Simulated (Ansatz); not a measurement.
System: CsCl-type CuZn. Method: r²SCAN-D4 in Ansatz (PAW).

Numerical settings: plane-wave cutoff 560 eV, 18×18×18 k mesh, Fermi–Dirac smearing 0.05 eV, no spin polarisation, scalar-relativistic PAW data made under PBE.

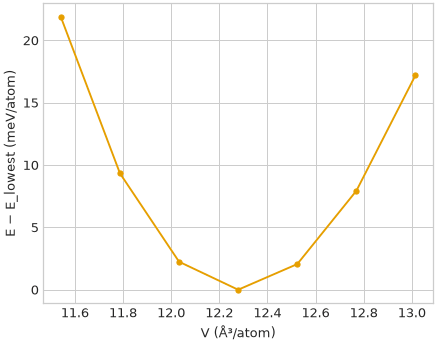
Figure: Total energy against volume

### Question
From the curve, estimate the equilibrium volume and the bulk modulus.

### Answer
V0 ≈ 12.3 Å³/atom and B0 ≈ 140 GPa; the fit gives V0 = 12.279 Å³/atom, B0 = 140 GPa, B′ = 4.9.

Measured, for comparison: bulk modulus 116 GPa (temperature not stated, not corrected to a static lattice; as tabulated in Nepal et al. (2020), arXiv:2007.11150); equilibrium volume per atom 12.93 Å³/atom (temperature not stated, not corrected to a static lattice; as tabulated in First-Principles Study on the Electrical and Thermal Conductivities of Cu–Zn …). Computed (rounded) less measured: bulk modulus +21 %, equilibrium volume per atom -5.0 %.

Ansatz is an electronic-structure program.
